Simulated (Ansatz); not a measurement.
# How many bands does the GW gap of La2O3 (P-3m1) need?

How do accuracy and time trade against each other in G0W0 on La2O3 (P-3m1)?

Calculated with Ansatz 0.2.0; G0W0 on PBE, plane waves, PAW.

### Step 1. Set-up

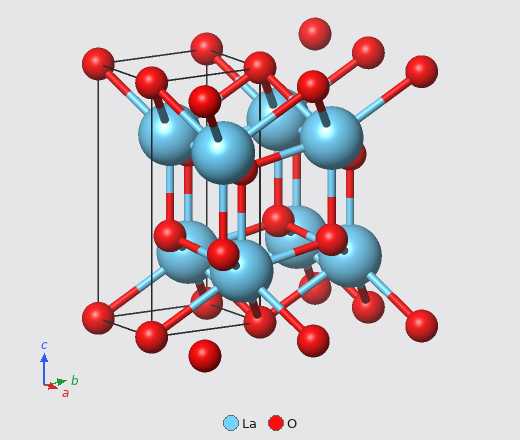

Start, viewed slightly off an axis; lanthanum blue, oxygen red. 2×2×1 cells are drawn. Bonds to atoms that aren't drawn are left out. Some periodic images of atoms are drawn too.

As a file:

```cif
data_structure
_symmetry_space_group_name_H-M 'P-3m1'
_symmetry_Int_Tables_number 164
_cell_length_a 3.9308
_cell_length_b 3.9308
_cell_length_c 6.1120
_cell_angle_alpha 90.000
_cell_angle_beta 90.000
_cell_angle_gamma 120.000
_cell_volume 81.78
loop_
_atom_site_label
_atom_site_type_symbol
_atom_site_symmetry_multiplicity
_atom_site_Wyckoff_symbol
_atom_site_fract_x
_atom_site_fract_y
_atom_site_fract_z
_atom_site_occupancy
La1 La 2 d 0.66667 0.33333 0.75376 1
O1 O 2 d 0.66667 0.33333 0.35411 1
O2 O 1 a 0.00000 0.00000 0.00000 1
```

The cell and positions are those that the Materials Project relaxed with its own functionals (PBE, PBE+U or r2SCAN), kept fixed. Spin-orbit coupling is left out unless a step names it. The default PAW set here is soft_2. Its files were made with PBE.

### Step 2. 86 empty bands, screening to 60 eV

G0W0 replaces the xc potential by the self-energy, built once from these orbitals. Only a window of levels is corrected, while the sums run over the empty bands that the input names.

input.yaml

```yaml
crystal:
  lattice:
    - [3.930777878, 0.0, 0.0]
    - [-1.965388939, 3.404153499, 0.0]
    - [0.0, 0.0, 6.11195352]
  atoms:
    - { symbol: La, position: [0.66666667, 0.33333333, 0.75376432] }
    - { symbol: La, position: [0.33333333, 0.66666667, 0.24623568] }
    - { symbol: O, position: [0.66666667, 0.33333333, 0.35410935] }
    - { symbol: O, position: [0.33333333, 0.66666667, 0.64589065] }
    - { symbol: O, position: [0.0, 0.0, 0.0] }
kpoints:
  mp_grid: { grid: [6, 6, 4] }
hamiltonian:
  xc: pbe
scf:
  occupations: { method: fixed }
gw:
  n_empty_bands: 86
  ecut_chi: 60
  qp_bands: [v2, c2]
  qp_kpoints: band_edges
  screening: { model: contour_deformation }
```

Started as:

```console
$ ansatz run input.yaml --threads 3 --pin off --max-ram 64512MiB --backend cuda --events-out ev --progress --plain --runs-dir out --devices 1 --max-vram 24GiB  # rebuilt from the run's record
```

Numbers of over 12 decimals in the logs are rounded to 6 here.

The log of the run:

```text
GPUs: using 1 of 1 available (devices: 1).
Engine: ansatz 0.2.0, x86_64-unknown-linux-gnu
Pseudopotentials: kind: paw
Pseudopotential: La, paw, valence charge 11, recommended cutoff 420 eV (normal), La.paw.azcp
Pseudopotential: O, paw, valence charge 6, recommended cutoff 420 eV (normal), O.paw.azcp
Functional definition: PBE
  parameter kappa = 0.804
  parameter beta = 0.066725
  exchange = pbe_x(kappa = kappa, mu = beta*pi^2/3)
  correlation = pbe_c(beta = beta)
device memory: the entry about to start is reckoned to put 0.9 GiB on a device that reports 67.1 GiB free (of which the cap on the GPU budget leaves the run 24.0 GiB)
GPU FFT provider: cuFFT
GPU libraries: cuBLAS 13.8.2, cuFFT 12.4.0, cuSOLVER 12.3.4
Crystal: 5 atoms, lattice volume = 81.784 Å³
Basis set: ecut = 420 eV, 1641 PW (Γ)
Bands: 25, of which v1, the nominal top of the filled ones, is band 20 counted from 1 (19 counted from 0)
Symmetry: 12 space group operations
Space group: P-3m1 (ITA 164), of the structure as read, at distance tolerance 4.3e-5 Å
k-points: 24 of 144
Non-local potential: La, projectors of the file, l = 0: 3, l = 1: 2, l = 2: 2, l = 3: 3
Non-local potential: O, projectors of the file, l = 0: 2, l = 1: 2, l = 2: 1
PAW form: soft (Blöchl's): semilocal exchange-correlation on the pseudo side does not see the compensation charge
PAW one-centre angular grid: La, 590 points (default); XC on 64 Gauss nodes
PAW one-centre angular grid: O, 110 points (default); XC on 64 Gauss nodes
Initial density: superposition of atomic densities (neutral atoms: chi_scale 0, normalization atom), corrected by the library's trained network
Initial wavefunctions: pseudopotential atomic-orbital guess
GPU buffer pool allocated for 32805 grid points (all kernels)
GPU transforms: local potential and band sums: pruned to the plane-wave sphere, on 25×27×45
Functional: x = pbe(κ = 0.804, μ = 0.219515), c = pbe(β = 0.066725)
SCF iter   1: F=—  HF=-14212.058432 eV  |F-HF|=—  |Δ(HF+E_count)|=         —  Δρ=2.35e-3  dr2=4.65e-3  ethr=1.77e-3  ⟨swp⟩=4.8  Hψ=2499  notcnv=0  defer=50
preconditioner: auto → Resta (q_TF=auto, 2.422 Å⁻¹)  ε∞=4.9  [insulator: Δε(μ)=3.878 eV  Ē_g=12.507 eV  n_scr=22 (ndim 8)  ℏωp=24.6 eV  f_vac=0.023  ε∞_Penn≈4.9]
SCF iter   2: F=—  HF=-14212.059700 eV  |F-HF|=—  |Δ(HF+E_count)|=   1.27e-3  Δρ=1.45e-3  dr2=9.96e-4  ethr=1.16e-5  ⟨swp⟩=3.3  Hψ=1343  notcnv=0  defer=68
SCF iter   3: F=—  HF=-14212.060105 eV  |F-HF|=—  |Δ(HF+E_count)|=   4.05e-4  Δρ=6.57e-4  dr2=3.52e-4  ethr=2.49e-6  ⟨swp⟩=2.2  Hψ=1029  notcnv=0  defer=67
SCF iter   4: F=—  HF=-14212.060289 eV  |F-HF|=—  |Δ(HF+E_count)|=   1.84e-4  Δρ=1.07e-4  dr2=8.65e-6  ethr=8.81e-7  ⟨swp⟩=2.3  Hψ=984  notcnv=0  defer=66
SCF iter   5: F=—  HF=-14212.060295 eV  |F-HF|=—  |Δ(HF+E_count)|=   6.11e-6  Δρ=7.94e-5  dr2=4.46e-6  ethr=2.16e-8  ⟨swp⟩=2.0  Hψ=1061  notcnv=0  defer=52
SCF iter   6: F=—  HF=-14212.060295 eV  |F-HF|=—  |Δ(HF+E_count)|=   6.55e-7  Δρ=2.36e-5  dr2=3.98e-7  ethr=1.12e-8  ⟨swp⟩=2.0  Hψ=851  notcnv=0  defer=52
SCF iter   7: F=-14212.060295 eV  HF=-14212.060295 eV  |F-HF|=1.18e-8  |Δ(HF+E_count)|=   1.29e-7  Δρ=5.58e-6  dr2=2.64e-8  ethr=2.50e-10  ⟨swp⟩=12.3  Hψ=2641  notcnv=0
SCF 1 converged in 7 iterations: F = -14212.060295 eV  dr2 = 2.64e-8
  greatest PAW one-centre occupation: 0.973 electrons in one spin orbital (limit 2), on the La atom at site 1 (counted from 0), in its partial waves of l = 0
device memory: the entry about to start is reckoned to put 0.9 GiB (of the 1.0 GiB reckoned in all, the device holds 0.1 GiB already) on a device that reports 67.0 GiB free (of which the cap on the GPU budget leaves the run 23.9 GiB)
NSCF: frozen V_eff on 24 k-points, pencils in batches of 32, up to order 100
the band table was solved once the SCF had ended and its energy, with any forces and stress, was formed, with the checks that follow a solve (3115 applications of the Hamiltonian). They found nothing against the state; the energy, forces and stress were not computed again (output.eigenvalues in the input reference)
device memory: the entry about to start is reckoned to put 2.6 GiB on a device that reports 58.6 GiB free (of which the cap on the GPU budget leaves the run 24.0 GiB)
NSCF: frozen V_eff on 24 k-points
G₀W₀ screening: q 1/24
[... further progress lines ...]
SCF converged after 7 iterations
Free energy (F): -14212.060295 eV
Harris-Foulkes:  -14212.060295 eV  (|F-HF|=1.18e-8)
Internal energy: -14212.060295 eV  (E = F + TS)
E sigma→0 (E₀):  -14212.060295 eV
Fermi energy:    9.712589 eV
--- Per-component energies (eV) ---
  E_band       = -6.404244
  E_kinetic    = 912.934809
  E_local      = -1532.904581  (includes V_loc(G=0)·N_el)
  E_nonlocal   = 336.615458
  E_hartree    = 547.316391
  E_xc         = -503.632671
  E_vxc        = -582.212718  (∫ρ·V_xc dr)
  E_paw        = -11307.954448  (= ΣΔE_a)
  E_vpaw       = -235.474686  (= ΣTr[D̂ρ^β])
  E_aug_tail   = 0.007195  (compensation charges beyond the density's cutoff)
  E_ewald      = -2664.442448
  E_smearing   = -0.000000  (= −TS)
  E_closure    = 0.000000  (closes the sum)
  Σ components = -14212.060295   (vs F -14212.060295, Δ=0.00e0)
--- Band table (eV; the first three rows and the last of 24) ---
[...]
ik  band        ε_KS         Σx   Σc(E_QP)       V_xc       Z   E_QP_lin       E_QP  E_QP is
     0    19      9.3277   -24.4212     4.5807   -19.6639  0.7476     9.1508     9.1512  root
     0    20      9.5904   -24.8986     4.5898   -20.1974  0.7511     9.4789     9.4791  root
     0    21     13.9925   -11.5632    -5.9759   -20.0166  0.7884    16.5848    16.4700  root ?
     0    22     14.2808   -11.9228    -5.9415   -20.3424  0.7833    16.8789    16.7589  root ?
     1    19      9.3731   -24.5672     4.5821   -19.8225  0.7478     9.2100     9.2104  root
     1    20      9.3731   -24.5672     4.5821   -19.8225  0.7478     9.2100     9.2104  root
     1    21     14.1284   -13.1415    -6.5530   -22.5928  0.7760    17.2166    17.0268  root ?
     1    22     14.3412   -13.2048    -6.4429   -22.4773  0.7738    17.3509    17.1707  root ?
     2    19      9.4245   -24.7574     4.5900   -20.0228  0.7479     9.2797     9.2800  root
     2    20      9.4245   -24.7574     4.5900   -20.0228  0.7479     9.2797     9.2800  root
     2    21     14.3520   -16.2020    -7.7597   -27.5376  0.7538    18.3304    17.9279  root ?
     2    22     14.3961   -14.4712    -6.9785   -24.6008  0.7645    17.8068    17.5471  root ?
     3    19      9.3154   -24.3595     4.5585   -19.6056  0.7492     9.1194     9.1200  root
     3    20      9.5131   -24.7360     4.6184   -19.9684  0.7492     9.3637     9.3640  root
     3    21     14.0739   -12.1549    -5.8270   -20.4752  0.7843    16.6850    16.5672  root ?
     3    22     14.3084   -13.5189    -6.4692   -22.8645  0.7724    17.3764    17.1847  root ?
     4    19      9.2392   -24.2583     4.6580   -19.3751  0.7453     9.0131     9.0139  root
     4    20      9.4765   -24.5529     4.5504   -19.8323  0.7513     9.3059     9.3063  root
     4    21     14.1065   -13.1274    -6.3043   -22.2447  0.7768    17.0899    16.9195  root ?
     4    22     14.3578   -13.4340    -6.3335   -22.5796  0.7735    17.3460    17.1699  root ?
     5    19      9.2914   -24.3984     4.5818   -19.6163  0.7480     9.0905     9.0910  root
     5    20      9.5552   -24.8175     4.5864   -20.0797  0.7510     9.4036     9.4039  root
     5    21     14.1374   -14.0718    -6.4417   -23.4857  0.7712    17.3121    17.1097  root ?
     5    22     14.4811   -15.5971    -7.4835   -26.4945  0.7568    18.2417    17.8950  root ?
     6    19      9.4203   -24.7380     4.5917   -19.9882  0.7489     9.2619     9.2622  root
     6    20      9.5535   -24.8241     4.6154   -20.0707  0.7495     9.4152     9.4155  root
     6    21     14.0045   -12.5455    -5.9266   -21.0725  0.7822    16.7355    16.6049  root ?
     6    22     14.4167   -14.0843    -6.8044   -23.9476  0.7680    17.7074    17.4755  root ?
     7    19      9.3671   -24.7395     4.5676   -19.9875  0.7519     9.1822     9.1827  root
     7    20      9.4396   -24.7769     4.7111   -19.8767  0.7469     9.2500     9.2505  root
     7    21     13.7213   -10.8461    -4.9018   -17.6750  0.7974    15.7013    15.6484  root
     7    22     14.3715   -15.3104    -7.2311   -25.8811  0.7606    18.0211    17.7110  root ?
     8    19      9.2401   -24.4605     4.5464   -19.6953  0.7525     9.0206     9.0212  root
     8    20      9.4409   -24.7527     4.6094   -19.9554  0.7516     9.2524     9.2529  root
     8    21     14.0854   -12.3478    -5.4698   -20.1872  0.7851    16.5543    16.4549  root
     8    22     14.2570   -14.6333    -6.6316   -24.3471  0.7670    17.5746    17.3393  root ?
     9    19      9.3817   -24.7024     4.6895   -19.8345  0.7465     9.2028     9.2033  root
     9    20      9.6381   -24.9691     4.6242   -20.1874  0.7511     9.4803     9.4806  root
     9    21     14.0960   -13.8268    -6.0829   -22.7191  0.7746    17.0712    16.9053  root ?
     9    22     14.4593   -14.1180    -6.3947   -23.4320  0.7698    17.5796    17.3786  root ?
    10    19      9.3740   -24.8542     4.6640   -20.0240  0.7484     9.2074     9.2078  root
    10    20      9.5589   -25.1224     4.7204   -20.2560  0.7477     9.4125     9.4128  root
[...]
10    22     14.5672   -17.2361    -8.1765   -29.1504  0.7468    18.8003    18.3049  root ?
[...]
11    22     14.3770   -15.8108    -7.4708   -26.7636  0.7586    18.2136    17.8591  root ?
[...]
12    22     14.3831   -15.5104    -7.1392   -25.9947  0.7610    18.0364    17.7282  root ?
[...]
13    21     14.0827   -13.8622    -6.1562   -22.8664  0.7746    17.1024    16.9307  root ?
    13    22     14.3031   -13.9795    -6.2251   -23.0844  0.7731    17.3703    17.1830  root ?
[...]
14    22     14.2616   -13.8772    -6.3603   -23.1237  0.7712    17.3371    17.1479  root ?
[...]
17    22     14.2960   -14.2404    -6.6894   -23.9839  0.7687    17.5799    17.3501  root ?
[...]
18    22     14.3068   -14.9246    -6.7646   -24.8357  0.7647    17.7084    17.4533  root ?
[...]
19    21     14.1570   -13.2983    -5.8132   -21.7618  0.7787    16.9464    16.8073  root ?
    19    22     14.2694   -13.8793    -6.3169   -23.0877  0.7729    17.3498    17.1609  root ?
[...]
20    22     14.3942   -15.4970    -7.2253   -26.0879  0.7606    18.0752    17.7598  root ?
[...]
21    20      9.6015   -25.6350     4.5845   -20.9213  0.7600     9.4721     9.4723  root
    21    21     13.5680    -9.2145    -4.2442   -14.8411  0.8107    14.9721    14.9503  root
    21    22     14.4158   -14.6611    -6.8508   -24.6372  0.7640    17.7909    17.5411  root ?
    22    19      9.2295   -24.4986     4.6580   -19.6115  0.7474     8.9997     9.0005  root
    22    20      9.5553   -25.5510     4.5838   -20.8373  0.7596     9.4252     9.4255  root
    22    21     13.7274    -9.9738    -4.4962   -16.1006  0.8048    15.3916    15.3580  root
    22    22     14.5152   -16.2802    -7.5398   -27.3070  0.7532    18.3758    18.0022  root ?
    23    19      9.4341   -24.8787     4.6569   -20.0395  0.7485     9.2513     9.2518  root
    23    20      9.4832   -25.5236     4.6004   -20.8077  0.7586     9.3675     9.3677  root
    23    21     13.9466   -11.6796    -5.1216   -18.9873  0.7925    16.2077    16.1327  root
    23    22     14.5203   -13.6901    -6.5292   -23.1029  0.7685    17.6059    17.4038  root ?
```

Elapsed: 19 s, on 1 × NVIDIA H100 80GB HBM3 (shared by 3 runs) with 3 threads of AMD EPYC 7R13 (Zen 3), shared host; peak memory 1.2 GiB; 30 s of CPU time.

This step gave:

| Quantity | Value |
| --- | --- |
| bands summed | 106 |
| RPA ε∞ on this mesh (eigenvalues) | 4.546, 4.636, 4.636 |
| plane waves in the screening matrix | 97 |
| q-points in the mesh | 144 |
| G0W0 gap on the mesh | 5.389 eV |
| k of the valence top | 0, -0.5, -0.5 |
| k of the conduction bottom | 0.3333, 0.3333, 0 |
| starting gap on the mesh | 3.841 eV |
| Z at the valence top | 0.7509 |
| Z at the conduction bottom | 0.8107 |
| least direct G0W0 gap on the computed points | 5.478 eV |

The gap on the mesh goes from 3.84 eV to 5.39 eV, a correction of +1.55 eV. Between the two edge states, bare exchange in place of the xc potential would open the gap by 10.42 eV, and correlation takes back 8.88 eV.

### Step 3. 244 empty bands, screening to 120 eV

Bands and screening cutoff are moved together, since each hides the error of the other.

input.yaml, as its differences from that of step 2:

```diff
@@ -18,4 +18,4 @@
 gw:
-  n_empty_bands: 86
-  ecut_chi: 60
+  n_empty_bands: 244
+  ecut_chi: 120
   qp_bands: [v2, c2]
```

The log of the run:

```text
GPUs: using 1 of 1 available (devices: 1).
[...]
GPU FFT provider: cuFFT
GPU libraries: cuBLAS 13.8.2, cuFFT 12.4.0, cuSOLVER 12.3.4
Crystal: 5 atoms, lattice volume = 81.784 Å³
Basis set: ecut = 420 eV, 1641 PW (Γ)
Bands: 25, of which v1, the nominal top of the filled ones, is band 20 counted from 1 (19 counted from 0)
Symmetry: 12 space group operations
[...]
k-points: 24 of 144
[...]
GPU buffer pool allocated for 32805 grid points (all kernels)
[...]
SCF iter   1: F=—  HF=-14212.058432 eV  |F-HF|=—  |Δ(HF+E_count)|=         —  Δρ=2.35e-3  dr2=4.65e-3  ethr=1.77e-3  ⟨swp⟩=4.8  Hψ=2499  notcnv=0  defer=50
[...]
SCF iter   7: F=-14212.060295 eV  HF=-14212.060295 eV  |F-HF|=1.18e-8  |Δ(HF+E_count)|=   1.29e-7  Δρ=5.58e-6  dr2=2.64e-8  ethr=2.50e-10  ⟨swp⟩=12.3  Hψ=2641  notcnv=0
SCF 1 converged in 7 iterations: F = -14212.060295 eV  dr2 = 2.64e-8
[...]
NSCF: frozen V_eff on 24 k-points, pencils in batches of 32, up to order 100
[...]
NSCF: frozen V_eff on 24 k-points
G₀W₀ screening: q 1/24
[... further progress lines ...]
SCF converged after 7 iterations
Free energy (F): -14212.060295 eV
[...]
Internal energy: -14212.060295 eV  (E = F + TS)
E sigma→0 (E₀):  -14212.060295 eV
Fermi energy:    9.712589 eV
[...]
--- Band table (eV; the first three rows and the last of 24) ---
  k-point 0: bands = [... 16 lower, 8.0512, 9.3277, 9.3277, 9.5904, 13.9925, 14.2808, 14.2808, 14.8589, ... 1 higher]
[...]
1    20      9.3731   -24.5672     4.2767   -19.8225  0.7405     8.9018     8.9050  root
     1    21     14.1284   -13.1415    -6.9135   -22.5928  0.7715    16.8060    16.6663  root ?
     1    22     14.3412   -13.2048    -6.8398   -22.4773  0.7691    16.9009    16.7739  root ?
     2    19      9.4245   -24.7574     4.2821   -20.0228  0.7406     8.9691     8.9721  root
     2    20      9.4245   -24.7574     4.2821   -20.0228  0.7406     8.9691     8.9721  root
     2    21     14.3520   -16.2020    -8.1434   -27.5376  0.7481    17.8447    17.5442  root ?
     2    22     14.3961   -14.4712    -7.3793   -24.6008  0.7594    17.3333    17.1463  root ?
[...]
3    22     14.3084   -13.5189    -6.8592   -22.8645  0.7675    16.9311    16.7947  root ?
[...]
4    21     14.1065   -13.1274    -6.6830   -22.2447  0.7722    16.6631    16.5408  root ?
     4    22     14.3578   -13.4340    -6.7253   -22.5796  0.7687    16.9022    16.7781  root ?
[...]
5    21     14.1374   -14.0718    -6.8320   -23.4857  0.7662    16.8649    16.7194  root ?
[...]
20    22     14.3942   -15.4970    -7.6278   -26.0879  0.7550    17.5876    17.3573  root ?
[...]
21    22     14.4158   -14.6611    -7.2503   -24.6372  0.7588    17.3209    17.1416  root ?
[...]
22    21     13.7274    -9.9738    -4.8418   -16.1006  0.8010    15.0324    15.0123  root
    22    22     14.5152   -16.2802    -7.9445   -27.3070  0.7473    17.8702    17.5975  root ?
    23    19      9.4341   -24.8787     4.3456   -20.0395  0.7410     8.9369     8.9405  root
    23    20      9.4832   -25.5236     4.2589   -20.8077  0.7515     9.0234     9.0262  root
    23    21     13.9466   -11.6796    -5.4919   -18.9873  0.7881    15.8121    15.7624  root
    23    22     14.5203   -13.6901    -6.9282   -23.1029  0.7634    17.1467    17.0049  root ?
```

Elapsed: 31 s, on 1 × NVIDIA H100 80GB HBM3 (shared by 3 runs) with 3 threads; peak memory 1.5 GiB.

This step gave:

```
bands summed                                 : 264
RPA ε∞ on this mesh (eigenvalues)            : 4.511, 4.608, 4.608
plane waves in the screening matrix          : 251
q-points in the mesh                         : 144
G0W0 gap on the mesh                         : 5.373 eV
k of the valence top                         : 0, -0.5, -0.5
k of the conduction bottom                   : 0.3333, 0.3333, 0
starting gap on the mesh                     : 3.841 eV
Z at the valence top                         : 0.7431
Z at the conduction bottom                   : 0.8072
least direct G0W0 gap on the computed points : 5.485 eV
```

Against the run with 6×6×4 mesh, 86 empty bands, screening to 60 eV, the gap moves by −0.016 eV.

### Step 4. 525 empty bands, screening to 200 eV

input.yaml, as its differences from that of step 3:

```diff
@@ -18,4 +18,4 @@
 gw:
-  n_empty_bands: 244
-  ecut_chi: 120
+  n_empty_bands: 525
+  ecut_chi: 200.0
   qp_bands: [v2, c2]
```

The log of the run:

```text
GPUs: using 1 of 1 available (devices: 1).
[...]
GPU FFT provider: cuFFT
GPU libraries: cuBLAS 13.8.2, cuFFT 12.4.0, cuSOLVER 12.3.4
Crystal: 5 atoms, lattice volume = 81.784 Å³
Basis set: ecut = 420 eV, 1641 PW (Γ)
Bands: 25, of which v1, the nominal top of the filled ones, is band 20 counted from 1 (19 counted from 0)
Symmetry: 12 space group operations
[...]
k-points: 24 of 144
[...]
22    22     14.5152   -16.2802    -8.0879   -27.3070  0.7445    17.6978    17.4542  root ?
    23    19      9.4341   -24.8787     4.1162   -20.0395  0.7369     8.7032     8.7112  root
    23    20      9.4832   -25.5236     4.0102   -20.8077  0.7475     8.7707     8.7775  root
    23    21     13.9466   -11.6796    -5.6327   -18.9873  0.7861    15.6635    15.6216  root
    23    22     14.5203   -13.6901    -7.0719   -23.1029  0.7610    16.9854    16.8612  root ?
[key lines of the parts left out:]
SCF converged after 7 iterations
Free energy (F): -14212.060295 eV
Fermi energy:    9.712589 eV
```

The job ended after 44 s (1 × NVIDIA H100 80GB HBM3 (shared by 3 runs) with 3 threads; peak memory 2.4 GiB).

Numbers from this step:

```
bands summed                                 : 545
RPA ε∞ on this mesh (eigenvalues)            : 4.503, 4.599, 4.599
plane waves in the screening matrix          : 537
G0W0 gap on the mesh                         : 5.479 eV
k of the valence top                         : 0, -0.5, -0.5
k of the conduction bottom                   : 0.3333, 0.3333, 0
starting gap on the mesh                     : 3.841 eV
least direct G0W0 gap on the computed points : 5.605 eV
```

Against the run with 6×6×4 mesh, 244 empty bands, screening to 120 eV, the gap moves by +0.11 eV.

(Part 1 of 2 ends here.)

[Paths, hosts, dates, memory and timing lines, banners, echoed tables and standing remarks are left out of the program output.]

[Logs are printed without paths, hosts, clocks, repeated set-up lines and the standing remarks that a program may print on its own settings, such as how far it seeks lower states.]

[Runs of the session that timed out or met a known fault of the program may be left out.]

[Cells called generated may have been cut or substituted from an entry of the Crystallography Open Database or the Materials Project.]

[Hosts, paths, dates, database ids (printed as entryN), source tags and the programs' standing remarks are cut or masked in the printed files.]
